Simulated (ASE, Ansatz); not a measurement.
# Structural relaxation of random cubic perovskite alloy of BaHfO3 and BaTiO3 (135 atoms)

Aim: bring random cubic perovskite alloy of BaHfO3 and BaTiO3 (135 atoms) to a nearby minimum of the energy and see what moves.

Calculated with Ansatz 0.2.0; Kohn-Sham DFT, RPBE, PAW (set soft_2), plane waves.

### 1. The structure

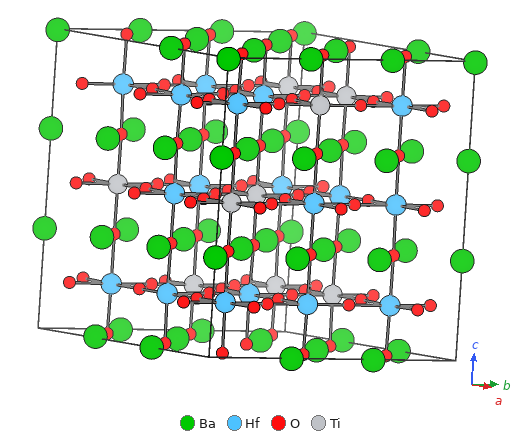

Start, viewed slightly off an axis; barium green, hafnium blue, oxygen red, titanium light grey. Some periodic images of atoms are drawn too.

The cell holds 135 atoms: 27 Ba, 18 Hf, 81 O and 9 Ti. Its edges and angles: a = 12.340 Å, b = 12.340 Å, c = 12.340 Å, α = 90.0°, β = 90.0°, γ = 90.0°. It derives from BaHfO3 (cubic perovskite) and BaTiO3, repeated 3×3×3. Cubic perovskite BaHfO3, 3 x 3 x 3 conventional cells, 9 of 27 Hf sites given to Ti at random (x = 0.333), lattice by Vegard's rule (cell 4.113, 4.113, 4.113, 90, 90, 90); not relaxed, displaced by a Gaussian of 0.02 Å.

Before any run, some limits are plain. The host structure and its lattice constant were typed by rule, without a check against the phase diagram. Only the Γ point is sampled, in a cell whose shortest periodic width is 12 Å. Spin–orbit coupling is left out, which matters for the levels of the heavy elements.

### 2. Single point at the start

A single point comes first, to see the forces before anything moves.

The input, input.yaml:

```yaml
crystal:
  lattice:
    - [12.3399, 0.0, 0.0]
    - [0.0, 12.3399, 0.0]
    - [0.0, 0.0, 12.3399]
  atoms:
    - { symbol: Ba, position: [0.00142, 0.99953, 0.99587] }
    - { symbol: Hf, position: [0.16601, 0.16829, 0.16568] }
    - { symbol: O, position: [0.16468, 0.16623, 0.9997] }
    - { symbol: O, position: [0.00107, 0.16818, 0.16916] }
    [... 125 atom lines left out ...]
    - { symbol: O, position: [0.83083, 0.66755, 0.50097] }
    - { symbol: Ba, position: [0.66672, 0.66903, 0.66563] }
    - { symbol: Hf, position: [0.83182, 0.83275, 0.83247] }
    - { symbol: O, position: [0.83194, 0.83227, 0.66599] }
    - { symbol: O, position: [0.6681, 0.83021, 0.8316] }
    - { symbol: O, position: [0.83265, 0.6647, 0.83253] }
kpoints:
  mp_grid: { grid: [1, 1, 1] }
hamiltonian:
  xc: rpbe
scf:
  occupations: { method: fixed }
output:
  forces: true
  stress: true
  populations: true
  dos:
    method: { smearing: { sigma: 0.08 } }
    de: 0.1
    projected: { site_lists: { Ba: [Ba], Hf: [Hf], O: [O], Ti: [Ti] } }
  eigenvalues: true
```

Command:

```bash
> ansatz run input.yaml --threads 4 --pin off --max-ram 8192MiB --backend cpu --events-out ev --progress --plain --runs-dir out
```

Wall time 3.2 min (4 threads of Arm Neoverse N1, shared host); peak memory 3.9 GiB.

Numbers from this run:

```
free energy                                      : -512969.9096 eV
free energy per atom                             : -3799.7771 eV/atom
SCF cycles                                       : 12
pressure                                         : 8.89 GPa
r.m.s. force component                           : 0.6118 eV/Å
longest force                                    : 2.544 eV/Å
Fermi energy                                     : 11.34 eV
gap (highest filled to lowest empty level) : 2.306 eV
spilling of the projection                       : 0.007271
```

The r.m.s. force component of 0.61 eV/Å and the pressure of 8.9 GPa set the starting point.

Length of the force by element:

| element | coordination | atoms | mean length of the force (eV/Å) | spread | least | most |
| --- | --- | --- | --- | --- | --- | --- |
| Ba | all | 27 | 0.349 | 0.138 | 0.125 | 0.561 |
| Hf | all | 18 | 0.733 | 0.377 | 0.208 | 1.64 |
| O | all | 81 | 1.07 | 0.705 | 0.0433 | 2.54 |
| Ti | all | 9 | 0.542 | 0.225 | 0.185 | 0.826 |

### 3. Relaxation

The atoms are relaxed in the fixed cell, aiming at the force tolerance of the input.

input.yaml, the sections that differ from step 2:

```yaml
output:
  forces: true
relax:
  f_tol: 0.05
  max_steps: 102
# crystal, kpoints, hamiltonian, scf: as in step 2
```

It took 7.9 min on 4 threads; peak memory 3.7 GiB; 31 min of CPU time.

Relaxation path:

| step | energy less that of the first step (eV) | largest force component (eV/Å) |
| --- | --- | --- |
| 1 | 0.0000 | 2.5426 |
| 2 | -1.7657 | 1.2285 |
| 3 | -2.7558 | 1.6232 |
| 4 | -3.3033 | 0.1926 |
| 5 | -3.3415 | 0.0491 |

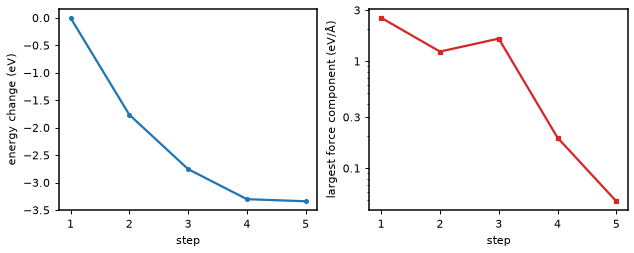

Energy and largest force along the relaxation.

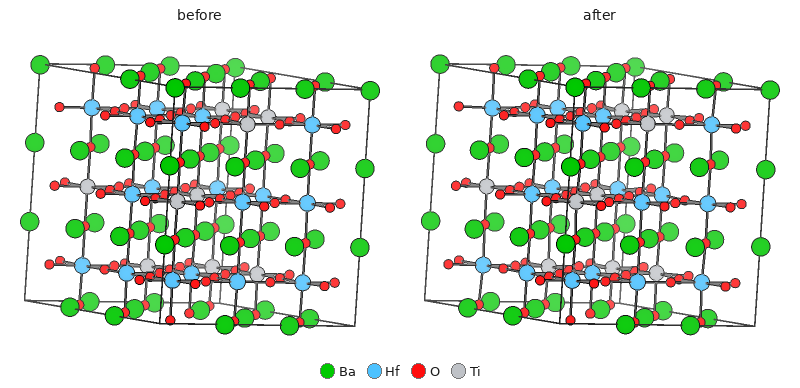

The structure before and after the relaxation, drawn at the same scale.

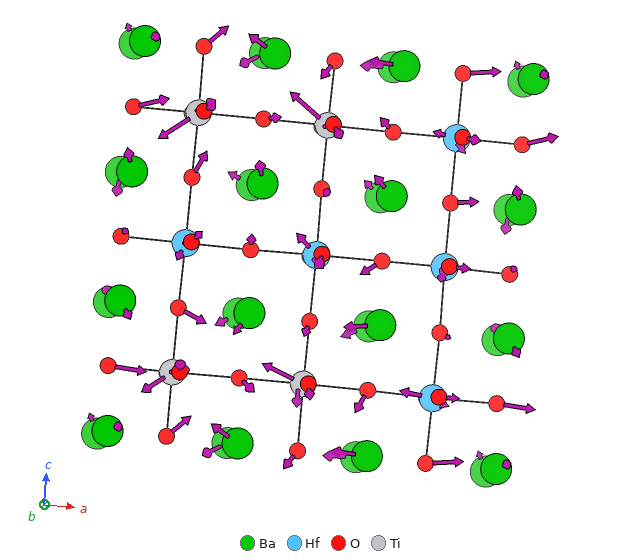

Displacements in the relaxation, exaggerated; the longest in the cell stands for 0.15 Å. Drawn is a slice 4 Å thick, seen along the normal of the ac plane.

The atoms that moved most (Å):

| atom | dx | dy | dz | length |
| --- | --- | --- | --- | --- |
| Ti87 | -0.121 | -0.018 | 0.086 | 0.149 |
| Ti42 | -0.105 | 0.042 | -0.085 | 0.142 |
| Ti77 | -0.119 | 0.029 | 0.046 | 0.131 |
| O44 | 0.102 | -0.070 | 0.035 | 0.129 |
| O5 | 0.060 | -0.104 | 0.014 | 0.121 |
| O34 | 0.118 | -0.020 | -0.008 | 0.120 |
| O123 | 0.114 | -0.017 | 0.017 | 0.116 |
| Ti7 | -0.113 | 0.026 | 0.005 | 0.116 |

The relaxation changed the energy by -24.8 meV/atom, and atoms moved by 0.072 Å r.m.s., 0.15 Å at most.

### 4. Structure statistics after relaxation

Bonds before and after, by the cutoffs listed below:

| pair | bonds before | bonds after | mean before (Å) | mean after (Å) | spread before (Å) | spread after (Å) |
| --- | --- | --- | --- | --- | --- | --- |
| O-Ba | 324 | 324 | 2.909 | 2.910 | 0.026 | 0.057 |
| O-Hf | 108 | 108 | 2.061 | 2.084 | 0.027 | 0.045 |
| O-Ti | 54 | 54 | 2.049 | 2.008 | 0.033 | 0.112 |

Density 7.64 g/cm³, 13.92 Å³ an atom.

g(r), total and by pair (bins of 0.2 Å):

| r (Å) | total | O-O | O-Ba | O-Hf | O-Ti | Ba-Ba | Ba-Hf |
| --- | --- | --- | --- | --- | --- | --- | --- |
| 1.80 | 0.23 | 0.00 | 0.00 | 0.00 | 2.94 | 0.00 | 0.00 |
| 2.00 | 2.19 | 0.00 | 0.00 | 9.38 | 8.56 | 0.00 | 0.00 |
| 2.20 | 0.72 | 0.00 | 0.00 | 3.34 | 2.35 | 0.00 | 0.00 |
| 2.40 | 0.00 | 0.00 | 0.00 | 0.00 | 0.00 | 0.00 | 0.00 |
| 2.60 | 0.00 | 0.00 | 0.00 | 0.00 | 0.00 | 0.00 | 0.00 |
| 2.80 | 2.71 | 3.35 | 6.29 | 0.00 | 0.00 | 0.00 | 0.00 |
| 3.00 | 3.57 | 5.37 | 6.79 | 0.00 | 0.00 | 0.00 | 0.00 |
| 3.20 | 0.00 | 0.00 | 0.00 | 0.00 | 0.00 | 0.00 | 0.00 |
| 3.40 | 0.15 | 0.00 | 0.00 | 0.00 | 0.00 | 0.00 | 0.77 |
| 3.60 | 1.25 | 0.00 | 0.00 | 0.00 | 0.00 | 0.00 | 16.59 |
| 3.80 | 0.00 | 0.00 | 0.00 | 0.00 | 0.00 | 0.00 | 0.00 |
| 4.00 | 0.71 | 1.13 | 0.00 | 0.00 | 0.00 | 3.86 | 0.00 |
| 4.20 | 1.25 | 2.15 | 0.00 | 0.00 | 0.00 | 5.96 | 0.00 |
| 4.40 | 0.27 | 0.00 | 0.00 | 0.61 | 2.13 | 0.00 | 0.00 |
| 4.60 | 2.08 | 0.00 | 0.00 | 9.60 | 6.92 | 0.00 | 0.00 |
| 4.80 | 0.24 | 0.00 | 0.33 | 0.28 | 1.46 | 0.00 | 0.00 |
| 5.00 | 3.46 | 5.24 | 6.55 | 0.00 | 0.00 | 0.00 | 0.00 |
| 5.20 | 0.65 | 0.58 | 1.85 | 0.00 | 0.00 | 0.00 | 0.00 |
| 5.40 | 0.00 | 0.00 | 0.00 | 0.00 | 0.00 | 0.00 | 0.00 |
| 5.60 | 0.04 | 0.06 | 0.00 | 0.00 | 0.00 | 0.26 | 0.00 |
| 5.80 | 1.80 | 3.03 | 0.00 | 0.00 | 0.00 | 9.06 | 0.00 |
| 6.00 | 0.41 | 0.19 | 0.00 | 1.02 | 1.62 | 0.53 | 0.00 |
| 6.20 | 1.39 | 0.00 | 0.00 | 6.15 | 5.05 | 0.00 | 0.00 |
| 6.40 | 1.27 | 1.73 | 2.46 | 0.12 | 0.59 | 0.00 | 0.00 |
| 6.60 | 1.31 | 1.76 | 2.78 | 0.00 | 0.00 | 0.00 | 0.00 |
| 6.80 | 1.06 | 0.00 | 0.00 | 0.00 | 0.00 | 0.00 | 13.92 |
| 7.00 | 0.36 | 0.50 | 0.00 | 0.00 | 0.00 | 1.48 | 0.38 |
| 7.20 | 0.64 | 0.96 | 0.00 | 0.11 | 0.54 | 2.88 | 0.00 |

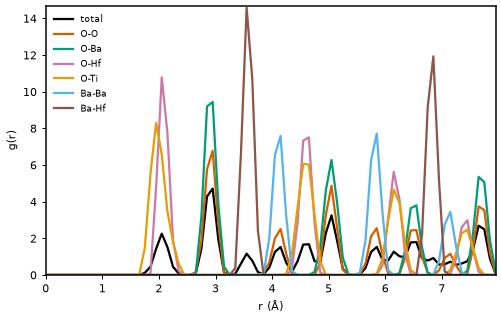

Pair distribution functions, lightly smoothed.

Bonds by pair of elements; cutoffs follow the first minimum of g(r), held within bounds set by covalent radii, and pairs that aren't listed don't count as bonded:

| pair A-B | cutoff (Å) | bonds | mean length (Å) | spread (Å) | shortest (Å) | B about A | A about B |
| --- | --- | --- | --- | --- | --- | --- | --- |
| O-Ba | 3.43 | 324 | 2.91 | 0.057 | 2.76 | 4 | 12 |
| O-Hf | 2.58 | 108 | 2.08 | 0.045 | 2.00 | 1.33 | 6 |
| O-Ti | 2.62 | 54 | 2.01 | 0.112 | 1.84 | 0.667 | 6 |

How many atoms have how many bonded neighbours:

| element | mean | 6 | 12 |
| --- | --- | --- | --- |
| Ba | 12 | 0 | 27 |
| Hf | 6 | 18 | 0 |
| O | 6 | 81 | 0 |
| Ti | 6 | 9 | 0 |

Bond angles, per cent of each kind in bins of 5°:

| angle (°) | Ba-O-Ba | Ba-O-Hf | O-Hf-O | Ba-O-Ti | O-Ti-O |
| --- | --- | --- | --- | --- | --- |
| 80–85 | 0.2 | 0.2 | 1.1 | 2.3 | 6.7 |
| 85–90 | 31.9 | 59.7 | 41.5 | 39.4 | 35.6 |
| 90–95 | 34.6 | 40.0 | 37.4 | 51.4 | 31.1 |
| 95–100 | 0.0 | 0.0 | 0.0 | 6.9 | 6.7 |
| 100–105 | 0.0 | 0.0 | 0.0 | 0.0 | 0.0 |
| 105–110 | 0.0 | 0.0 | 0.0 | 0.0 | 0.0 |
| 110–115 | 0.0 | 0.0 | 0.0 | 0.0 | 0.0 |
| 115–120 | 0.0 | 0.0 | 0.0 | 0.0 | 0.0 |
| 120–125 | 0.0 | 0.0 | 0.0 | 0.0 | 0.0 |
| 125–130 | 0.0 | 0.0 | 0.0 | 0.0 | 0.0 |
| 130–135 | 0.0 | 0.0 | 0.0 | 0.0 | 0.0 |
| 135–140 | 0.0 | 0.0 | 0.0 | 0.0 | 0.0 |
| 140–145 | 0.0 | 0.0 | 0.0 | 0.0 | 0.0 |
| 145–150 | 0.0 | 0.0 | 0.0 | 0.0 | 0.0 |
| 150–155 | 0.0 | 0.0 | 0.0 | 0.0 | 0.0 |
| 155–160 | 0.0 | 0.0 | 0.0 | 0.0 | 0.0 |
| 160–165 | 0.0 | 0.0 | 0.0 | 0.0 | 0.0 |
| 165–170 | 0.0 | 0.0 | 0.0 | 0.0 | 2.2 |
| 170–175 | 0.8 | 0.0 | 3.3 | 0.0 | 10.4 |
| 175–180 | 32.5 | 0.0 | 16.7 | 0.0 | 7.4 |

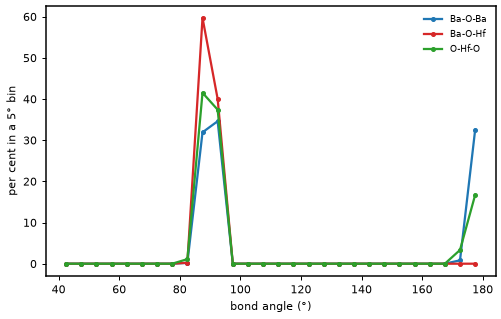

Distributions of the most common bond angles.

Bond angles (no mean is given where the spread exceeds 20°):

| angle | count | mean (°) | spread (°) |
| --- | --- | --- | --- |
| Ba-O-Ba | 486 | - | - |
| Ba-O-Hf | 432 | 89.6 | 1.9 |
| O-Hf-O | 270 | - | - |
| Ba-O-Ti | 216 | 90.8 | 2.8 |
| O-Ti-O | 135 | - | - |

First main peaks of g(r), for some of the pairs, lie near 2.91 Å (O-O), 2.91 Å (O-Ba), 2.08 Å (O-Hf), 1.97 Å (O-Ti), 4.11 Å (Ba-Ba) and 3.57 Å (Ba-Hf). By these cutoffs all Ba atoms have 12, all Hf atoms have 6, all O atoms have 6 and all Ti atoms have 6 bonded neighbours.

### 5. Single point at the relaxed geometry

The electronic structure is read at the final geometry, in a run of its own.

The input, input.yaml:

```yaml
crystal:
  lattice:
    - [12.3399, 0.0, 0.0]
    - [0.0, 12.3399, 0.0]
    - [0.0, 0.0, 12.3399]
  atoms:
    - { symbol: Ba, position: [0.00021, 0.99965, 0.99835] }
    - { symbol: Hf, position: [0.16577, 0.17225, 0.16798] }
    - { symbol: O, position: [0.1675, 0.16166, 0.00051] }
    - { symbol: O, position: [0.00113, 0.16185, 0.17083] }
    [... 125 atom lines left out ...]
    - { symbol: O, position: [0.83537, 0.66664, 0.50084] }
    - { symbol: Ba, position: [0.66309, 0.66651, 0.66897] }
    - { symbol: Hf, position: [0.82775, 0.8327, 0.83314] }
    - { symbol: O, position: [0.83846, 0.83253, 0.66696] }
    - { symbol: O, position: [0.66525, 0.83221, 0.83443] }
    - { symbol: O, position: [0.83642, 0.66121, 0.83199] }
kpoints:
  mp_grid: { grid: [1, 1, 1] }
hamiltonian:
  xc: rpbe
scf:
  occupations: { method: fixed }
output:
  forces: true
  stress: true
  populations: true
  dos:
    method: { smearing: { sigma: 0.15 } }
    de: 0.1
    projected: { site_lists: { Ba: [Ba], Hf: [Hf], O: [O], Ti: [Ti] } }
  eigenvalues: true
  write_density: true
  write_potential: true
  volumetric_format: npy
```

Elapsed: 3.3 min, on 4 threads; peak memory 3.9 GiB; 13 min of CPU time.

The run gave:

| Property | Result |
| --- | --- |
| free energy | -512973.2510 eV |
| free energy per atom | -3799.8019 eV/atom |
| SCF cycles | 12 |
| pressure | 8.688 GPa |
| r.m.s. force component | 0.00869 eV/Å |
| longest force | 0.06107 eV/Å |
| Fermi energy | 11.25 eV |
| gap (highest filled to lowest empty level) | 2.981 eV |
| spilling of the projection | 0.007263 |

Löwdin charges by element (they lack the spilled electrons, 0.072 e an atom on average):

| element | coordination | atoms | mean charge (e) | spread | least | most |
| --- | --- | --- | --- | --- | --- | --- |
| Ba | all | 27 | 1.80 | 0.0054 | 1.79 | 1.81 |
| Hf | all | 18 | 1.16 | 0.0102 | 1.15 | 1.18 |
| O | all | 81 | -0.879 | 0.0196 | -0.924 | -0.825 |
| Ti | all | 9 | 1.25 | 0.0167 | 1.22 | 1.28 |

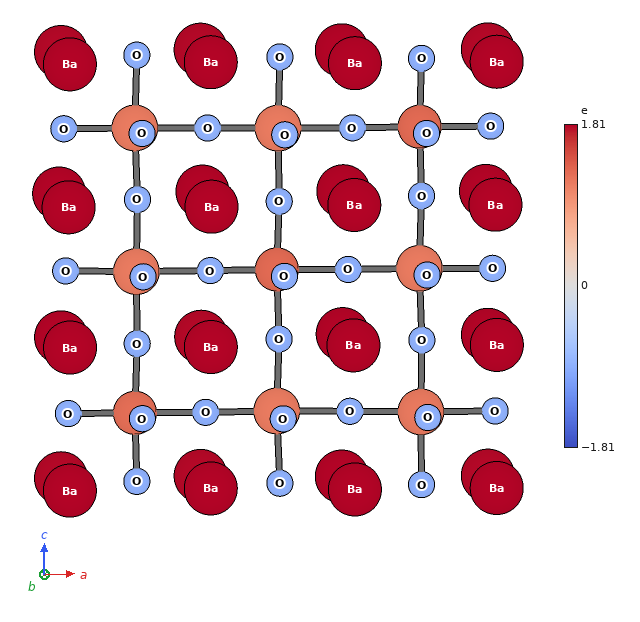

Atoms coloured by Löwdin charge. Drawn is a slice 4 Å thick, seen along the normal of the ac plane.

Density of states as counts of states in windows of 1 eV (from the Fermi level), total and the larger projections:

| from (eV) | to (eV) | total | O p | Hf f | Hf d | Ba p | Ti d |
| --- | --- | --- | --- | --- | --- | --- | --- |
| -10 | -9 | 337.6 | 3.0 | 246.1 | 0.6 | 84.8 | 0.2 |
| -9 | -4 | 0.0 | 0.0 | 0.0 | 0.0 | 0.0 | 0.0 |
| -4 | -3 | 92.8 | 68.6 | 0.1 | 10.9 | 0.4 | 3.7 |
| -3 | -2 | 118.3 | 85.9 | 0.1 | 13.1 | 3.9 | 10.8 |
| -2 | -1 | 116.1 | 99.0 | 0.2 | 5.9 | 2.0 | 2.9 |
| -1 | 0 | 143.8 | 135.5 | 0.4 | 1.4 | 1.4 | 0.8 |
| 0 | 1 | 15.0 | 14.5 | 0.0 | 0.1 | 0.1 | 0.0 |
| 1 | 2 | 0.0 | 0.0 | 0.0 | 0.0 | 0.0 | 0.0 |
| 2 | 3 | 2.0 | 0.1 | 0.0 | 0.5 | 0.0 | 1.3 |
| 3 | 4 | 41.9 | 5.9 | 0.0 | 4.0 | 0.0 | 30.5 |
| 4 | 5 | 17.0 | 2.7 | 0.0 | 3.9 | 0.0 | 9.0 |

With fixed occupations the program's Fermi level is the highest filled level; weight inside the gap is the broadening of levels at its edges.

Between -26 and -10 eV lie 292 more states.

The stored curve holds about 1116 of the 1332 electrons; the rest, give or take the few that broadening carries across the Fermi level, lie in deeper levels below its range.

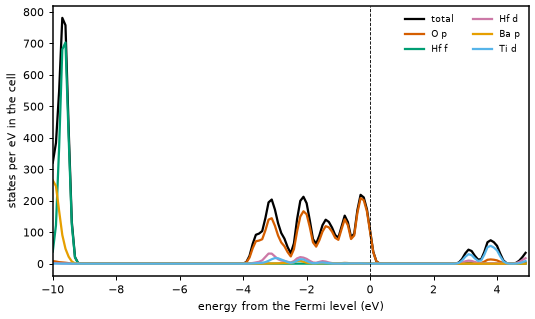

Total and projected density of states, with the broadening of the input.

The levels nearest the highest filled one (over half full), pooled over k-points and spins:

| level less the highest filled one (eV) | occupation |
| --- | --- |
| -0.0569 | 2 |
| -0.0436 | 2 |
| -0.0324 | 2 |
| -0.025 | 2 |
| -0.0195 | 2 |
| 0 | 2 |
| 2.98 | 0 |
| 3.00 | 0 |
| 3.07 | 0 |
| 3.11 | 0 |
| 3.12 | 0 |
| 3.17 | 0 |

Mean Löwdin charges: Ba +1.80, Hf +1.16, O -0.88, Ti +1.25 e (they miss 0.73 % of the electrons, so they add up to more than the cell's charge). The largest share in the top eV of filled states is O p (96 % of the projected weight), and in the lowest eV of empty states Ti d (75 % of the projected weight).

### 6. Outcome

```yaml
energy_change_in_the_relaxation: -24.75 meV/atom
r_m_s_displacement: 0.072 Å
largest_displacement: 0.149 Å
free_energy_per_atom: -3799.8019 eV/atom
density: 7.642 g/cm³
pressure: 8.688 GPa
r_m_s_force_component: 0.00869 eV/Å
spacing_of_highest_filled_and_lowest_empty_level: 2.981 eV
wall_time_of_the_3_dft_runs: 14 min
```

Relaxation lowers the energy by 24.8 meV/atom and moves atoms by 0.072 Å r.m.s.; the r.m.s. force component goes from 0.61 to 0.0087 eV/Å, the pressure goes from 8.9 to 8.7 GPa, and the gap from 2.31 to 2.98 eV. By the final cutoffs no bond was broken or made. From the first step to the last the energy fell by 3.341 eV, and the largest move was 0.15 Å (Ti87). The O-Ti bonds change most in mean length: from 2.049 Å (spread 0.033) to 2.008 Å (spread 0.112). With the cutoffs above, all Ba atoms have 12, all Hf atoms have 6, all O atoms have 6 and all Ti atoms have 6 bonded neighbours. Between filled and empty levels lie 2.98 eV at Γ alone; the mesh holds the band edges only if they fold onto it, so the gap at this level can be narrower or closed.

Caveats: The pressure of 8.7 GPa means that a free cell would grow at this level.

[Logs are printed without paths, hosts, clocks, repeated set-up lines and the standing remarks that a program may print on its own settings, such as how far it seeks lower states.]

[Hosts, paths, dates, database ids (printed as entryN), source tags and the programs' standing remarks are cut or masked in the printed files.]
